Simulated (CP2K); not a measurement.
# PM6 run of C3H5F (allyl fluoride)

Aim: the energy change on altering one bond length of C3H5F (allyl fluoride) at PM6, from 2 runs. 

Program for the calculation: CP2K 2026.2.

3 further runs of the same task are left out: 3 set aside as unsound or not needed.

## Step 1: The system as given

C3H5F: 9 atoms, total charge 0, spin state singlet. As SMILES, `C=CCF`. The shape is that of a GFN2-xTB optimisation. This is one conformer, not always the lowest.

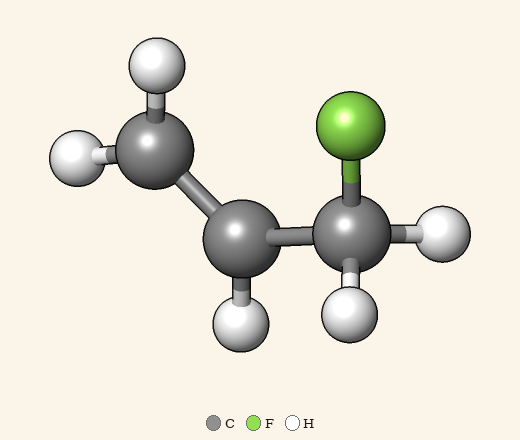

The structure, seen from a chosen angle (carbon grey, fluorine green, hydrogen white).

## Step 2: Energy and gradient at PM6

The input, gas.inp:

```
&global
  project gas
  run_type ENERGY_FORCE
  print_level MEDIUM
&end global
&force_eval
  method Quickstep
  &dft
    &qs
      method PM6
      eps_default 1.0E-10
      &se
        &coulomb
          cutoff [angstrom] 50
          rc_range [angstrom] 0
        &end coulomb
        &exchange
          cutoff [angstrom] 50
          rc_range [angstrom] 0
        &end exchange
      &end se
    &end qs
    &poisson
      periodic NONE
      poisson_solver ANALYTIC
    &end poisson
    &scf
      scf_guess ATOMIC
      eps_scf 1.0E-07
      max_scf 80
      added_mos 8
      &diagonalization
        algorithm STANDARD
      &end diagonalization
      &mixing
        method DIRECT_P_MIXING
        alpha 0.4
      &end mixing
    &end scf
    &print
      &moments
        periodic F
        reference COM
        max_moment 1
      &end moments
      &mo ON
        energies T
        occupation_numbers T
        ndigits 6
        &each
          qs_scf 0
        &end each
        add_last NUMERIC
      &end mo
      &hirshfeld OFF
      &end hirshfeld
    &end print
  &end dft
  &subsys
    &cell
      abc 10.7 12.1 10.2
      periodic NONE
    &end cell
    &coord
      SCALED T
      C    0.49509439   0.59086364   0.55163382
      C    0.54150187   0.50284463   0.49295833
      C    0.48247196   0.39078678   0.49433775
      F    0.37194579   0.38923719   0.56236520
      H    0.54119252   0.66978430   0.54762206
      H    0.40879907   0.58693058   0.60568971
      H    0.62805421   0.50578595   0.43837010
      H    0.46124206   0.36304132   0.39431029
      H    0.54422991   0.33021570   0.54144363
    &end coord
  &end subsys
  &print
    &forces ON
    &end forces
  &end print
&end force_eval
```

Started as:

```
$ OMP_NUM_THREADS=1 cp2k.psmp -i gas.inp > gas.out 2>&1
```

What it wrote:

```text
CP2K| version string:                                       CP2K version 2026.2
[...]
 GLOBAL| Method name                                                        CP2K
[...]
 GLOBAL| Run type                                                   ENERGY_FORCE
[...]
                             - Atoms:                                          9
[...]
                             - Spherical basis functions:                     21
[...]
 Number of electrons:                                                         24
[...]
     1 P_Mix/Diag. 0.40E+00    0.0     0.70828683       -27.3628668402 -2.74E+01
[...]
    23 DIIS/Diag.  0.10E-06    0.0     0.00000004       -33.2925908597 -3.55E-14
  *** SCF run converged in    23 steps ***
  Core-core repulsion energy [eV]:                           1545.23497779216564
  Core Hamiltonian energy [eV]:                             -1480.21772672076281
  Two-electron integral energy [eV]:                        -1941.90944106687743
  Electronic energy [eV]:                                   -2451.17244725420142
  Total energy [eV]:                                         -905.93746946203601
  Atomic reference energy [eV]:                               904.34451732355808
  Heat of formation [kcal/mol]:                               -36.73435189374973
[...]
 SE_DIPOLE| Moment [Debye]         -1.39707278       0.04901441       0.83905560
 SE_DIPOLE| Derivative [a.u.]       0.00000000       0.00000000       0.00000000
 ENERGY| Total FORCE_EVAL ( QS ) energy [hartree]            -33.292590859680253
 FORCES| Atomic forces [hartree/bohr]
 FORCES|   Atom     x               y               z               |f|
 FORCES|      1 -3.78181437E-03  8.54612839E-03  4.38935399E-03   1.03249629E-02
 FORCES|      2  2.77159074E-03 -1.17505428E-02 -4.84544604E-03   1.30090475E-02
 FORCES|      3  4.47743522E-04  3.13336361E-04 -4.03467645E-04   6.79293808E-04
 FORCES|      4 -1.31090229E-03 -5.13056827E-04  6.64499542E-04   1.55667973E-03
 FORCES|      5 -1.62447794E-03  4.51057913E-03  2.34428481E-03   5.33665850E-03
 FORCES|      6 -2.97814429E-03  6.60268572E-03  3.72905870E-03   8.14682030E-03
 FORCES|      7  5.75565986E-03 -4.15829068E-04 -3.66347836E-03   6.83532062E-03
 FORCES|      8 -2.42809142E-03 -2.35427959E-03 -5.82297104E-03   6.73388833E-03
 FORCES|      9  3.14843619E-03 -4.93902134E-03  3.60816604E-03   6.87934912E-03
 FORCES| Sum     1.39471767E-15  1.52655666E-16  3.46944695E-16
 FORCES| Total atomic force                                       1.44530681E-15
[...]
```

Run time: 0.28 s. Hardware: 1 thread of Arm Neoverse V1, shared host.

## Step 3: The distorted shape

The input, job.inp:

```
&GLOBAL
    PROJECT job
    RUN_TYPE ENERGY_FORCE
    PRINT_LEVEL MEDIUM
&END GLOBAL
&FORCE_EVAL
    METHOD Quickstep
    &DFT
        CHARGE 0
        MULTIPLICITY 1
        &QS
            METHOD PM6
            EPS_DEFAULT 1.0E-10
            &SE
                &COULOMB
                    CUTOFF [angstrom] 50
                    RC_RANGE [angstrom] 0
                &END COULOMB
                &EXCHANGE
                    CUTOFF [angstrom] 50
                    RC_RANGE [angstrom] 0
                &END EXCHANGE
            &END SE
        &END QS
        &POISSON
            PERIODIC NONE
            POISSON_SOLVER ANALYTIC
        &END POISSON
        &SCF
            SCF_GUESS ATOMIC
            EPS_SCF 1.0E-07
            MAX_SCF 80
            ADDED_MOS 8
            &DIAGONALIZATION
                ALGORITHM STANDARD
            &END DIAGONALIZATION
            &MIXING
                METHOD DIRECT_P_MIXING
                ALPHA 0.4
            &END MIXING
        &END SCF
        &PRINT
            &MOMENTS
                PERIODIC F
                REFERENCE COM
                MAX_MOMENT 1
            &END MOMENTS
            &MO ON
                ENERGIES T
                OCCUPATION_NUMBERS T
                NDIGITS 6
                &EACH
                    QS_SCF 0
                &END EACH
                ADD_LAST NUMERIC
            &END MO
            &HIRSHFELD OFF
            &END HIRSHFELD
        &END PRINT
    &END DFT
    &SUBSYS
        &CELL
            ABC [angstrom] 10.9 12.4 10.2
            PERIODIC NONE
        &END CELL
        &COORD
            SCALED T
            C    0.50097839   0.59959871   0.55149588
            C    0.54653436   0.51370919   0.49282039
            C    0.47699959   0.38249565   0.49447569
            F    0.36850142   0.38098355   0.56250314
            H    0.54623069   0.67661000   0.54748412
            H    0.41626647   0.59576081   0.60555176
            H    0.63149858   0.51657935   0.43823216
            H    0.45615922   0.35542145   0.39444824
            H    0.53762436   0.32339000   0.54158157
        &END COORD
    &END SUBSYS
    &PRINT
        &FORCES ON
        &END FORCES
    &END PRINT
&END FORCE_EVAL
```

Started as:

```
$ OMP_NUM_THREADS=1 cp2k.psmp -i job.inp > job.out 2>&1
```

What it wrote:

```text
CP2K| version string:                                       CP2K version 2026.2
[...]
 GLOBAL| Method name                                                        CP2K
[...]
 GLOBAL| Run type                                                   ENERGY_FORCE
[...]
                             - Atoms:                                          9
[...]
                             - Spherical basis functions:                     21
[...]
 Number of electrons:                                                         24
[...]
     1 P_Mix/Diag. 0.40E+00    0.0     0.71944469       -27.4823942137 -2.75E+01
[...]
    20 DIIS/Diag.  0.59E-07    0.0     0.00000006       -33.2555630239 -6.39E-14
  *** SCF run converged in    20 steps ***
  Core-core repulsion energy [eV]:                           1475.79008808569665
  Core Hamiltonian energy [eV]:                             -1476.80406293818464
  Two-electron integral energy [eV]:                        -1807.83183191222611
  Electronic energy [eV]:                                   -2380.71997889429804
  Total energy [eV]:                                         -904.92989080860127
  Atomic reference energy [eV]:                               904.34451732355808
  Heat of formation [kcal/mol]:                               -13.49903432088897
[...]
 SE_DIPOLE| Moment [Debye]         -1.43016894      -0.00088216       0.84699591
 SE_DIPOLE| Derivative [a.u.]       0.00000000       0.00000000       0.00000000
 ENERGY| Total FORCE_EVAL ( QS ) energy [hartree]            -33.255563023876427
 FORCES| Atomic forces [hartree/bohr]
 FORCES|   Atom     x               y               z               |f|
 FORCES|      1 -7.04374549E-03 -1.31826948E-02  3.86477856E-04   1.49514935E-02
 FORCES|      2 -3.18614884E-02 -8.03497782E-02 -2.49244930E-03   8.64722707E-02
 FORCES|      3  2.75185577E-02  6.73605636E-02  1.45229617E-03   7.27792945E-02
 FORCES|      4  1.26920983E-02  1.01137272E-02 -4.77024657E-03   1.69154394E-02
 FORCES|      5 -1.15604662E-03  4.03655360E-03  1.92815599E-03   4.62038898E-03
 FORCES|      6 -2.91099224E-03  5.24451183E-03  3.30495423E-03   6.84846717E-03
 FORCES|      7 -3.78784332E-03 -1.18897436E-02 -9.97726601E-04   1.25183553E-02
 FORCES|      8  2.53571373E-03  9.71478671E-03 -6.91025713E-04   1.00640172E-02
 FORCES|      9  4.01374637E-03  8.95207372E-03  1.87956394E-03   9.98912130E-03
 FORCES| Sum    -2.56739074E-16  3.74700271E-16 -3.74700271E-16
 FORCES| Total atomic force                                       5.88825558E-16
[...]
```

Run time: 0.28 s. Hardware: 1 thread of Arm Neoverse V1, shared host.

## Step 4: Outcome

Level: PM6.

| quantity | value |
| --- | --- |
| first shape: total energy | -33.29259 Eh |
| first shape: dipole moment | 1.63 D |
| first shape: HOMO energy | -10.51 eV |
| first shape: LUMO energy | 0.97 eV |
| first shape: HOMO–LUMO gap | 11.48 eV |
| first shape: heat of formation at this unrelaxed shape | -36.7 kcal/mol |
| first shape: largest force on an atom | 0.669 eV/Å |
| distorted shape: total energy | -33.25556 Eh |
| distorted shape: dipole moment | 1.66 D |
| distorted shape: HOMO energy | -10.71 eV |
| distorted shape: LUMO energy | 1.06 eV |
| distorted shape: HOMO–LUMO gap | 11.77 eV |
| distorted shape: heat of formation at this unrelaxed shape | -13.5 kcal/mol |
| distorted shape: largest force on an atom | 4.447 eV/Å |
| energy change with the C2–C3 bond stretched from 1.496 to 1.795 Å | 1.008 eV |

With the C2–C3 bond stretched from 1.496 to 1.795 Å the energy rises by 1.01 eV (23 kcal/mol). The first shape isn't relaxed at this level, so the change isn't measured from a minimum. The largest force (first shape) is 0.67 eV/Å: the shape isn't a stationary point for this species at this level.
